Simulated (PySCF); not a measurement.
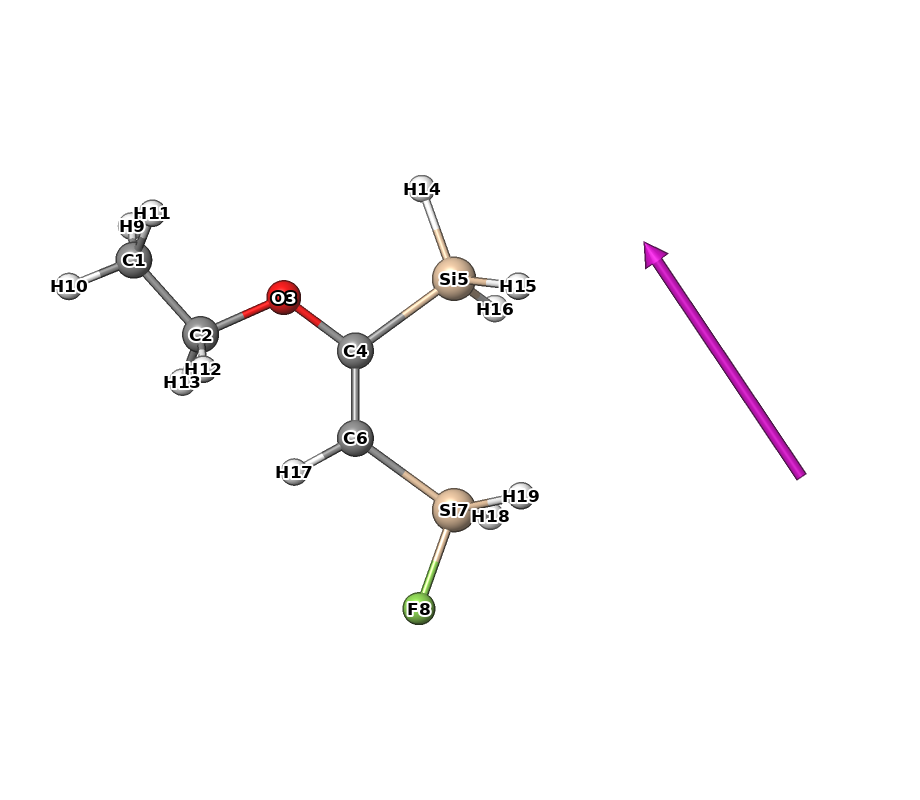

The arrow beside the molecule shows the direction of the dipole moment, from the negative to the positive end (its length means nothing). The geometry was computed by an optimisation with GFN2-xTB. No frequency run is at hand to confirm it as a minimum. Properties computed with PBE0/pcSseg-1, gas phase (PySCF 2.14.0).

How large is the dipole moment?

2.45 D; it points from the side of F8 to the side of H9, H11 (the outermost atoms at the two ends).

The geometry is semi-empirical. Around Si such bond lengths and angles can be off by a tenth of an ångström or more and by several degrees, and values that hang on the shape move with them.
